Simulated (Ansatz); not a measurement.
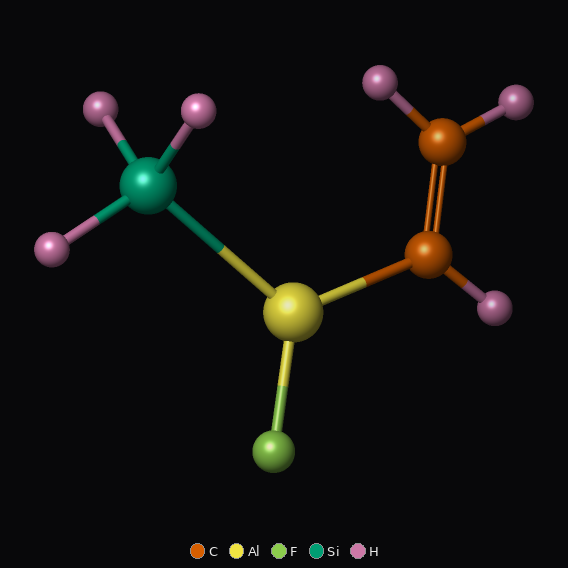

The picture shows a molecular structure as a ball-and-stick model.

The computed structure is the end point of a PBE0-D4/def2-TZVP optimisation. No frequency run is at hand to confirm it as a minimum.

> Count the atoms of each element.

C2H6AlFSi, 11 atoms: 2 carbon, 6 hydrogen, 1 aluminium, 1 fluorine and 1 silicon.

> Give the symmetry (Schoenflies symbol).

Cs.

More results for the same structure follow; atom numbers are the same in all pictures, views and colours differ.

### Dipole moment

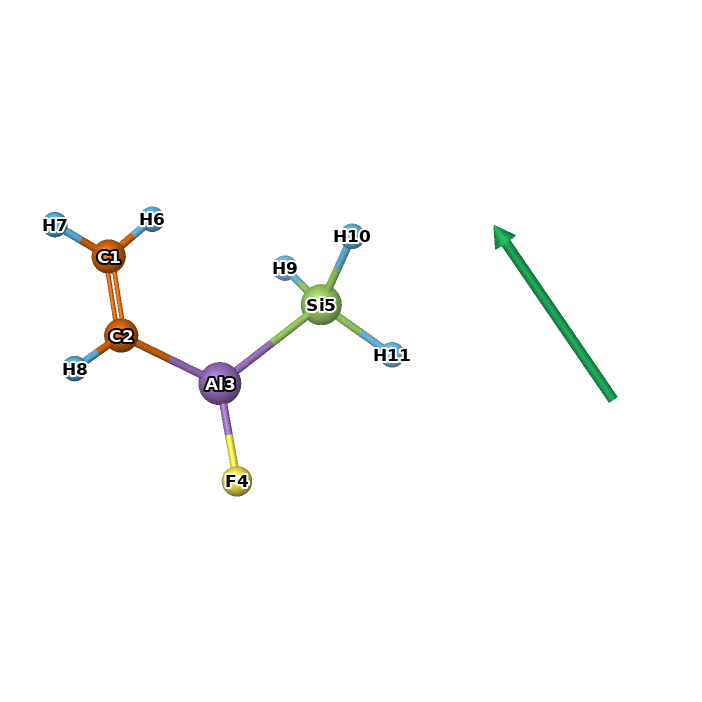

The arrow beside the molecule shows the direction of the dipole moment, from the negative to the positive end (its length means nothing). No frequency run is at hand to confirm it as a minimum. Properties computed with RKS B3LYP-D4/def2-TZVPP (Ansatz 0.2.0).

> How large is the dipole moment?

1.86 D; it points from the side of F4, H11 to the side of H7 (the outermost atoms at the two ends).

### Levels of theory compared

No frequency run is at hand to confirm it as a minimum. Program: Ansatz 0.2.0.

Tabulate HOMO energy (eV) at these levels: B3LYP-D4/def2-TZVPP; PBE-D4/def2-TZVPP; PBE0-D4/def2-TZVPP; r2SCAN-D4/def2-TZVPP; ωB97M-V/def2-TZVPP; ωB97X-V/def2-TZVPP.

| level | HOMO energy (eV) |
| --- | --- |
| B3LYP-D4/def2-TZVPP | −7.50 |
| PBE-D4/def2-TZVPP | −6.54 |
| PBE0-D4/def2-TZVPP | −7.69 |
| r2SCAN-D4/def2-TZVPP | −6.79 |
| ωB97M-V/def2-TZVPP | −9.72 |
| ωB97X-V/def2-TZVPP | −9.95 |

### Charges

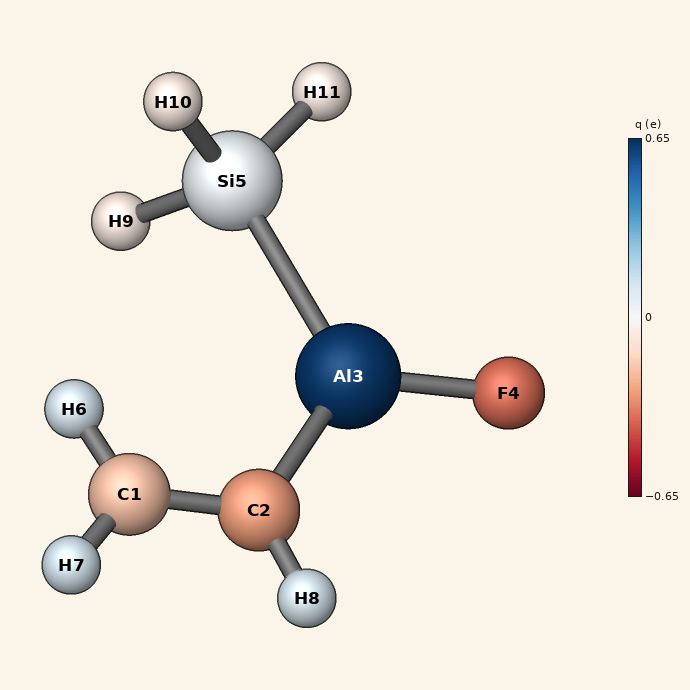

Atoms are coloured by their Mulliken charges. No frequency run is at hand to confirm it as a minimum. Method: RKS B3LYP-D4/def2-TZVPP (Ansatz 0.2.0).

> Which atom carries the highest charge (most positive or least negative)?

Al3 (0.62 e).

> And the lowest?

F4 (−0.36 e).

List the Mulliken charges.

```json
{"atom": "C1", "value (e)": "−0.18"}
{"atom": "C2", "value (e)": "−0.27"}
{"atom": "Al3", "value (e)": "0.62"}
{"atom": "F4", "value (e)": "−0.36"}
{"atom": "Si5", "value (e)": "0.04"}
{"atom": "H6", "value (e)": "0.10"}
{"atom": "H7", "value (e)": "0.11"}
{"atom": "H8", "value (e)": "0.10"}
{"atom": "H9", "value (e)": "−0.06"}
{"atom": "H10", "value (e)": "−0.06"}
{"atom": "H11", "value (e)": "−0.05"}
```

Mulliken values depend strongly on the basis set and can even reverse the polarity of a bond.
